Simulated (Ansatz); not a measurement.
# H3O+ (oxonium): levels of theory compared

We compute a comparison of 6 runs (UHF/6-31G, BLYP/6-31G, UB3LYP/3-21G, wB97X/6-31G, CCSDT(Q)/6-31G, CCSD/6-31G) of H3O+ (oxonium). 

The calculation is run with Ansatz 0.2.0.

### 1 The molecule

H3O+ has 4 atoms, charge +1, and is taken as a singlet. As SMILES, `[OH3+]`. The H4–O1 distance was set to 2.446 Å, away from the relaxed value. At this shape a bond of the SMILES string is far longer than usual.

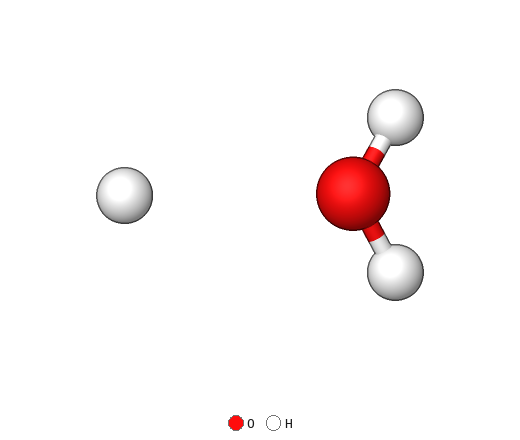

Viewed from a chosen angle; oxygen red, hydrogen white.

### 2 A single-point energy at UHF/6-31G (run 1)

Contents of run.yaml:

```yaml
crystal:
  periodic: [false, false, false]
  atoms:
    - {symbol: O, position_ang: [0.443140, 0.598439, -1.339457]}
    - {symbol: H, position_ang: [0.480230, 1.573579, -1.271557]}
    - {symbol: H, position_ang: [-0.147720, 0.286849, -2.054077]}
    - {symbol: H, position_ang: [0.007860, -0.493450, 0.805020]}
basis:
  gaussian:
    orbitals: 6-31G
total_charge: 1
magnetization:
  spin_polarized: true
  initial_magnetization: 0
hamiltonian:
  xc: hf
accuracy: high
```

Run with:

```bash
$ ansatz run run.yaml --threads 1 --pin off --max-ram 3480MiB --events-out events.jsonl --progress --plain --runs-dir runs
```

Log:

```text
Warning: RAYON_NUM_THREADS=1 ignored (pool sized by the plan → 1); use --threads N
Functional definition: HF
  name "HF"
  exchange = exact_x
  correlation = 0
281 factors; integrals over basis functions are off by at most 8.8e-9 eV
mean field evaluation 1: about -2060.8312 eV, gradient 4.8e1 eV
mean field evaluation 2: about -2060.8359 eV, gradient 4.8e1 eV
mean field evaluation 4: about -2068.9955 eV, gradient 8.0e0 eV
mean field evaluation 8: about -2069.2847 eV, gradient 1.3e-1 eV
mean field evaluation 16: about -2069.2854 eV, gradient 1.7e-8 eV
mean field evaluation 32: about -2069.9830 eV, gradient 2.4e0 eV
mean field evaluation 64: about -2069.7503 eV, gradient 2.0e0 eV
mean field evaluation 96: about -2069.2548 eV, gradient 9.3e-1 eV
mean field evaluation 128: about -2069.2854 eV, gradient 1.3e-2 eV
mean field -2070.42871138 eV, -76.0868517562 hartree, gradient 1.8e-8 eV, S^2 0.955850; 4 other end points of the search recorded, 0 dependent functions left out
reference -2070.42871138 eV, -76.0868517562 hartree; 5, 5 occupied and 10, 10 virtual orbitals, 281 factors
Total energy: -2070.42871138 eV, -76.0868517562 hartree
```

Wall time 0.1 s (1 thread of Arm Neoverse V2, shared host).

### 3 A single-point energy at BLYP/6-31G (run 2)

Contents of in.yaml:

```yaml
crystal:
  periodic: [false, false, false]
  atoms:
    - symbol: O
      position_ang: [0.443140, 0.598439, -1.339457]
    - symbol: H
      position_ang: [0.480230, 1.573579, -1.271557]
    - symbol: H
      position_ang: [-0.147720, 0.286849, -2.054077]
    - symbol: H
      position_ang: [0.007860, -0.493450, 0.805020]
basis:
  gaussian: {orbitals: 6-31G}
total_charge: 1
hamiltonian: {xc: {name: BLYP}}
accuracy: high
```

Run with:

```bash
$ ansatz run in.yaml --threads 1 --pin off --max-ram 3480MiB --events-out events.jsonl --progress --plain --runs-dir runs
```

Log:

```text
Warning: RAYON_NUM_THREADS=1 ignored (pool sized by the plan → 1); use --threads N
Functional definition: BLYP
  name "BLYP"
  parameter beta = 0.0042
  parameter a = 0.04918
  parameter b = 0.132
  parameter c = 0.2533
  parameter d = 0.349
  exchange = b88_x(beta = beta)
  correlation = lyp_c(a = a, b = b, c = c, d = d)
281 factors; integrals over basis functions are off by at most 8.8e-9 eV
mean field evaluation 1: about -2057.4468 eV, gradient 1.1e2 eV
mean field evaluation 2: about -1975.1996 eV, gradient 1.7e2 eV
mean field evaluation 4: about -2052.9922 eV, gradient 6.7e1 eV
mean field evaluation 8: about -2076.5803 eV, gradient 3.9e1 eV
mean field evaluation 16: about -2081.0459 eV, gradient 2.7e-5 eV
mean field -2081.04588604 eV, -76.4770257283 hartree, gradient 8.2e-9 eV, S^2 0.000000; 0 other end points of the search recorded, 0 dependent functions left out
reference -2081.04591560 eV, -76.4770268148 hartree; 5, 5 occupied and 10, 10 virtual orbitals, 281 factors
Total energy: -2081.04591560 eV, -76.4770268148 hartree
```

Wall time 0.5 s (1 thread of Arm Neoverse V2, shared host).

Runs 3 to 4 aren't shown in full; the table further down has their settings and results.

### 4 The energy at CCSDT(Q)/6-31G (run 5)

Edit in.yaml of step 3 so:

```diff
@@ -1 +1,3 @@
+basis:
+  gaussian: {orbitals: 6-31G}
 crystal:
@@ -11,6 +13,5 @@
       position_ang: [0.007860, -0.493450, 0.805020]
-basis:
-  gaussian: {orbitals: 6-31G}
 total_charge: 1
-hamiltonian: {xc: {name: BLYP}}
+correlation: {method: ccsdt_q, frozen_orbitals: {H: 0, O: 1}}
 accuracy: high
+scf: {omitted_lower_state_checks: [cluster_reference, increment]}
```

Run with:

```bash
$ ansatz run in.yaml --threads 1 --pin off --max-ram 3480MiB --events-out events.jsonl --progress --plain --runs-dir runs
```

Log (excerpt; [...] marks lines left out):

```text
Warning: RAYON_NUM_THREADS=1 ignored (pool sized by the plan → 1); use --threads N
[... 2 set-up lines as earlier in the session ...]
[...]
281 factors; integrals over basis functions are off by at most 8.8e-9 eV
[...]
mean field -2069.28541783 eV, -76.0448364932 hartree, gradient 2.6e-8 eV, S^2 0.000000; 0 other end points of the search recorded, 0 dependent functions left out; unrestricted orbitals would lower it
1 core orbitals not correlated: weight in the atoms' cores, before any rotation towards them, 1.000 or more for the frozen orbitals, at most 0.000 for the correlated occupied ones
reference -2069.28541783 eV, -76.0448364932 hartree; 4, 4 occupied and 10, 10 virtual orbitals, 281 factors
second order -3.96612746 eV of doubles, -0.00000000 eV of singles
cycle   1  -3.77153785 eV  change    1.9e-1 eV  update   1.7e-1
[...]
cycle  36  -4.50847317 eV  change  -3.7e-10 eV  update  2.7e-10
perturbative correction 0.00095534 eV, 0.0000351080 hartree
Total energy: -2073.79293566 eV, -76.2104847182 hartree
Checks for a lower state left out: cluster_reference, increment
```

It took 0.24 s on 1 thread of Arm Neoverse V2, shared host.

### 5 The energy at CCSD/6-31G (run 6)

Contents of molecule.yaml:

```yaml
crystal:
  periodic: [false, false, false]
  atoms:
    - symbol: O
      position_ang: [0.443140, 0.598439, -1.339457]
    - symbol: H
      position_ang: [0.480230, 1.573579, -1.271557]
    - symbol: H
      position_ang: [-0.147720, 0.286849, -2.054077]
    - symbol: H
      position_ang: [0.007860, -0.493450, 0.805020]
basis:
  gaussian:
    orbitals: 6-31G
magnetization:
  spin_polarized: false
correlation:
  method: ccsd
  frozen_orbitals: {H: 0, O: 1}
accuracy: high
scf:
  omitted_lower_state_checks: [cluster_reference, increment]
total_charge: 1
```

Run with:

```bash
$ ansatz run molecule.yaml --threads 1 --pin off --max-ram 3480MiB --events-out events.jsonl --progress --plain --runs-dir runs
```

Log (excerpt; [...] marks lines left out):

```text
Warning: RAYON_NUM_THREADS=1 ignored (pool sized by the plan → 1); use --threads N
[... 2 set-up lines as earlier in the session ...]
[...]
281 factors; integrals over basis functions are off by at most 8.8e-9 eV
[...]
mean field -2069.28541783 eV, -76.0448364932 hartree, gradient 2.6e-8 eV, S^2 0.000000; 0 other end points of the search recorded, 0 dependent functions left out; unrestricted orbitals would lower it
1 core orbitals not correlated: weight in the atoms' cores, before any rotation towards them, 1.000 or more for the frozen orbitals, at most 0.000 for the correlated occupied ones
reference -2069.28541783 eV, -76.0448364932 hartree; 4, 4 occupied and 10, 10 virtual orbitals, 281 factors
second order -3.96612746 eV of doubles, -0.00000000 eV of singles
cycle   1  -3.77153794 eV  change    1.9e-1 eV  update   1.7e-1
[...]
cycle  31  -4.32816334 eV  change  -3.0e-10 eV  update  2.5e-10
Total energy: -2073.61358117 eV, -76.2038935623 hartree
Checks for a lower state left out: cluster_reference, increment
```

Wall time 0.1 s (1 thread of Arm Neoverse V2, shared host).

### 6 The series

```csv
run,level,frozen core orbitals,energy (Eh),wall time
1,UHF/6-31G,–,-76.086852,0.1 s
2,BLYP/6-31G,–,-76.477027,0.5 s
3,UB3LYP/3-21G,–,-76.093810,1.8 s
4,wB97X/6-31G,–,-76.444847,1.9 s
5,CCSDT(Q)/6-31G,1,-76.210485,0.24 s
6,CCSD/6-31G,1,-76.203894,0.1 s
```

### 7 Outcome

```
                                         quantity         value
                              run 6: total energy  -76.20389 Eh
run 6: correlation energy (1 core orbital frozen)    -159.1 mEh
                             run 6: T1 diagnostic         0.122
```

**Reading.** Below the UHF energy at the same shape and in the same basis (6-31G): CCSDT(Q) -123.6 mEh; CCSD -117.0 mEh. Some of these start from another determinant than that one, so these aren't their correlation energies. Totals of different functionals can't be ranked against each other. In run 6 the T1 diagnostic is large, so a single reference may not serve. In runs 5, 6 the log says that unrestricted orbitals would lower the reference, so the values rest on an unstable closed-shell determinant (other closed-shell runs at this shape may share the fault). Spin contamination of the reference: run 1 ⟨S²⟩ = 0.96, run 3 ⟨S²⟩ = 0.49. Where it is this large, the reference is a mixture of spin states, and values that rest on it are in doubt. All runs together took 4.6 s, the longest 1.9 s.
